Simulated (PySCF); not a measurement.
Vertical excitations of a molecule C5H6S from TDA-PBE0/def2-SVPD in PySCF 2.14.0, as energy in eV (oscillator strength): 5.85 (0.083), 6.01 (0.001), 6.19 (0.091), 6.25 (0.001), 6.47 (0.006), 6.80 (0.002), 6.86 (0.001), 7.18 (0.007), 7.30 (0.020), 7.46 (0.159). Lowest triplet (TDA): 3.78 eV. Geometry optimised at PBE0-D3(BJ)/def2-SVP. One conformer was computed; it need not be the lowest.

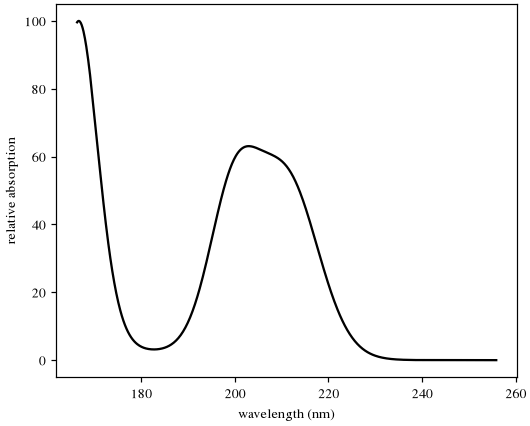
The lines broadened by 0.4 eV.

**Question.** Pick the molecule that these values belong to.
A. C#CC1CSC1
B. Cc1ccsc1
C. C#C[C@H]1CCS1
D. C=C1CC(=C)S1

**Answer.** B, Cc1ccsc1
